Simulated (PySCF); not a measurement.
**Cl₂GeH₄N₂ (Ge(NH2)2Cl2): density, localisation and related maps**

Input file:

```
{"job": {"kind": "uv", "xc": "wB97X-D", "basis": "def2-SVPD", "ip": true, "nstates": 15}, "charge": 0, "multiplicity": 1}
Ge    -0.391980     0.014905    -0.155943
N      0.112150    -0.190247     1.555777
H      0.506226     0.606965     2.043340
H     -0.551363    -0.694775     2.136610
N      1.065892     0.261489    -1.172090
H      1.720223    -0.516309    -1.144550
H      0.921659     0.540004    -2.136831
Cl    -1.700138     1.673631    -0.601106
Cl    -1.549919    -1.765093    -0.550868
```

Launched as:

```sh
OMP_NUM_THREADS=1 python probes_run.py task.json out
```

Geometry: PBE0-D3(BJ)/def2-SVP.

All numbers below come from PySCF 2.14.0, wB97X-D/def2-SVPD, SCF density, gas phase.

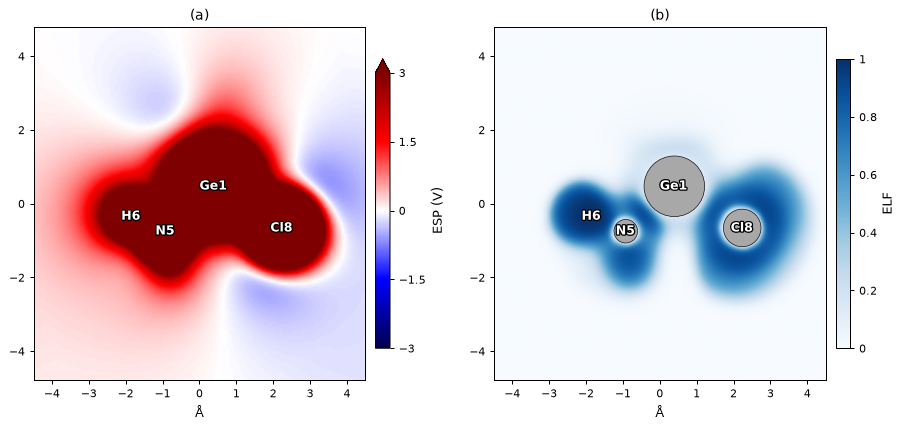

Figure 1. (a) molecular electrostatic potential; (b) ELF on the plane of atoms N5, Ge1 and Cl8. Grey discs cover the atomic cores in the ELF map.

Describe what can be read from this map.

Atoms in the plane: Ge, N, H and Cl.
Ge–N (1.79 Å): the ELF peaks at about 0.90 in the valence shell of N, 0.6 Å from its nucleus, and is about 0.50 at the midpoint.
Ge–Cl (2.16 Å): the ELF peaks at about 0.85 in the valence shell of Cl, 0.8 Å from its nucleus, and is about 0.65 at the midpoint.
N–H (1.02 Å): the ELF climbs to about 1 towards the hydrogen, as it does in any bond to H (a covalent bond by its length).
The ELF also peaks beside Cl8, away from the bonds: lone-pair regions.
Outside the dense part of the molecule the potential is most negative (−0.6 V) near Cl8.

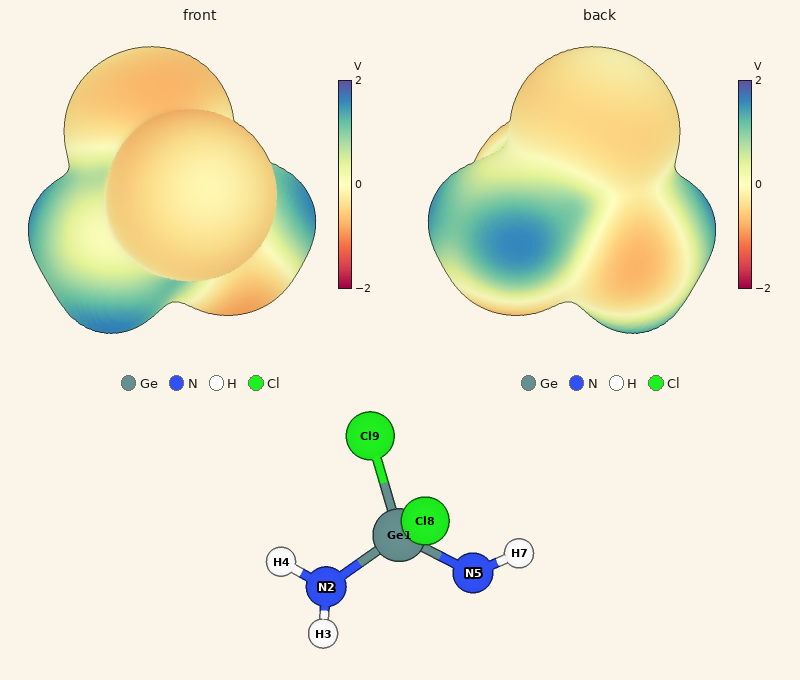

Figure 2. The molecular electrostatic potential painted on the density surface at 0.001 e/bohr³, seen from the front and from behind; red is negative and blue positive. The bare structure is drawn below in the same view.

Describe the electrostatic potential map.

The most negative region (about −0.8 V, or −18 kcal/mol for a unit charge) lies over N5, the most positive (about +1.6 V, or +37 kcal/mol for a unit charge) over H3, H6 and H7.
